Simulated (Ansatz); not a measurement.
**SiH₃Cl₂: phonon calculation**

The run: phonon calculation of SiH₃Cl₂, multiplicity 2. Method and program: UHF/def2-SVP (Ansatz 0.2.0).

It belongs to a series of runs on one base structure; here: vibrations at the highest image of the band. Figures and captions count atoms from 1; the log counts them from 0 in places.

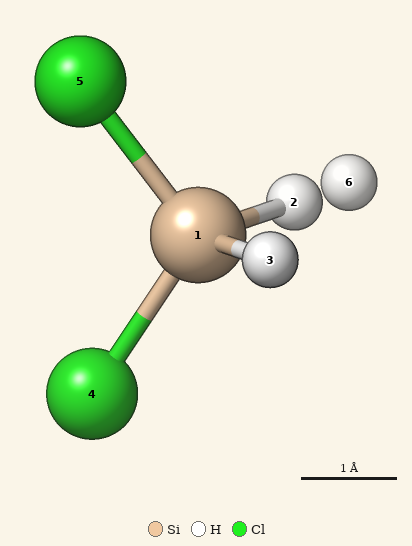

Figure 1. The structure (ball-and-stick view, seen at a tilt; atoms are numbered from 1 in the order of the input). Bond lengths as drawn: Cl–Si 2.06 Å and H–Si 1.47 to 1.70 Å.

## Key numbers

- outcome: converged
- total energy: −32906.3579 eV
- mean-field energy: −32906.3579 eV
- ⟨S²⟩: 0.782
- largest force (length of the vector): 0.012 eV/Å
- hardware: 1 thread of Arm Neoverse V2, 24 GiB of memory available, shared host
- wall time: 14 s
- peak memory: 0.14 GiB

## Input file
```yaml
crystal:
  periodic: [false, false, false]
  atoms:
    - { symbol: Si, position_ang: [0.007631, 0.0, -0.008759] }
    - { symbol: H, position_ang: [-0.020176, 0.0, 1.688809] }
    - { symbol: H, position_ang: [1.377735, 0.0, -0.543407] }
    - { symbol: Cl, position_ang: [-0.965505, 1.689463, -0.675786] }
    - { symbol: Cl, position_ang: [-0.965505, -1.689462, -0.675786] }
    - { symbol: H, position_ang: [-0.06378, 0.0, 2.69013] }
magnetization:
  spin_polarized: true
  initial_magnetization: 1
basis:
  gaussian: { orbitals: def2-SVP }
hamiltonian:
  xc: hf
phonons: {}
```

Launch command:
```bash
ansatz run input.yaml --threads 1 --pin off --max-ram 2048MiB --backend cpu --events-out ev --progress --plain --runs-dir out
```

## The program's output
```
Engine: ansatz 0.2.0, aarch64-unknown-linux-gnu
Functional definition: HF
  exchange = exact_x
  correlation = 0
685 factors; integrals over basis functions are off by at most 1.6e-4 eV
mean field evaluation 1: about -32904.8576 eV, gradient 1.3e1 eV
mean field evaluation 2: about -32904.8702 eV, gradient 1.3e1 eV
mean field evaluation 4: about -32906.2658 eV, gradient 2.1e0 eV
mean field evaluation 8: about -32906.3579 eV, gradient 5.0e-3 eV
mean field -32906.35792201 eV, -1209.2863489034 hartree, gradient 3.4e-5 eV, S^2 0.781701; 0 other end points of the search recorded, 0 dependent functions left out
the calculation of the forces begins
reference -32906.35792201 eV, -1209.2863489034 hartree; 26, 25 occupied and 43, 44 virtual orbitals, 685 factors
these checks for a lower state are left out or cut short: stability, starts, cluster_reference, orbital_swaps, neighbouring_geometries, increment
685 factors; integrals over basis functions are off by at most 1.6e-4 eV
mean field evaluation 16: about -32906.3579 eV, gradient 2.1e-4 eV
mean field -32906.35785625 eV, -1209.2863464867 hartree, gradient 3.3e-6 eV, S^2 0.781706; 0 other end points of the search recorded, 0 dependent functions left out
[... from here on the field's lines of each further geometry are left out, up to the last ...]
the calculation of the forces begins
reference -32906.35792437 eV, -1209.2863489902 hartree; 26, 25 occupied and 43, 44 virtual orbitals, 685 factors
these checks for a lower state are left out or cut short: stability, starts, cluster_reference, orbital_swaps, neighbouring_geometries, increment
685 factors; integrals over basis functions are off by at most 1.6e-4 eV
mean field -32906.35791284 eV, -1209.2863485662 hartree, gradient 2.4e-6 eV, S^2 0.781768; 0 other end points of the search recorded, 0 dependent functions left out
the calculation of the forces begins
reference -32906.35791284 eV, -1209.2863485662 hartree; 26, 25 occupied and 43, 44 virtual orbitals, 685 factors
WARN: phonons: modes at or below zero, which the zero-point energy, F, S and C_V leave out: 1, the lowest at -2005.50 cm⁻¹. A minimum has none, and a first-order saddle one
Total energy: -32906.35792201 eV, -1209.2863489034 hartree
Atom 0 at     0.007631     0.000000    -0.008759 Å, force     0.012354    -0.000000    -0.000813 eV/Å
Atom 1 at    -0.020176     0.000000     1.688809 Å, force    -0.000701    -0.000000     0.003171 eV/Å
Atom 2 at     1.377735     0.000000    -0.543407 Å, force    -0.007444     0.000000     0.003704 eV/Å
Atom 3 at    -0.965505     1.689463    -0.675786 Å, force    -0.002450     0.004791    -0.001388 eV/Å
Atom 4 at    -0.965505    -1.689462    -0.675786 Å, force    -0.002450    -0.004791    -0.001388 eV/Å
Atom 5 at    -0.063780     0.000000     2.690130 Å, force     0.000691     0.000000    -0.003285 eV/Å
Dipole moment:     0.272949    -0.000000     0.108281 e Å
Vibrations: -2005.50 171.56 185.28 199.06 540.01 609.74 717.87 830.12 1051.85 1067.51 1146.39 2381.60 cm⁻¹, zero-point energy 0.551791 eV
```

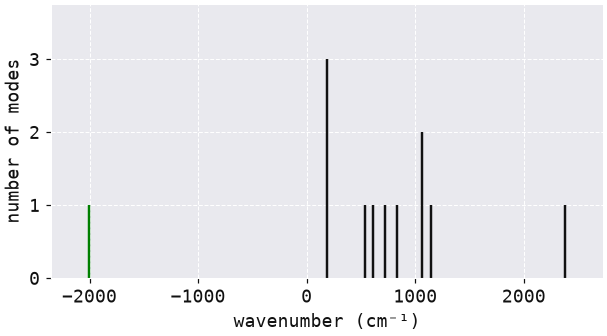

Figure 2. Harmonic vibrational wavenumbers from the force constants; neighbouring modes closer than 20 cm⁻¹ are counted in one stick, and imaginary ones are drawn at negative wavenumbers. 12 modes from 2006i to 2382 cm⁻¹, 1 imaginary beyond 8i (2006i cm⁻¹): a first-order saddle point, if the geometry is stationary.
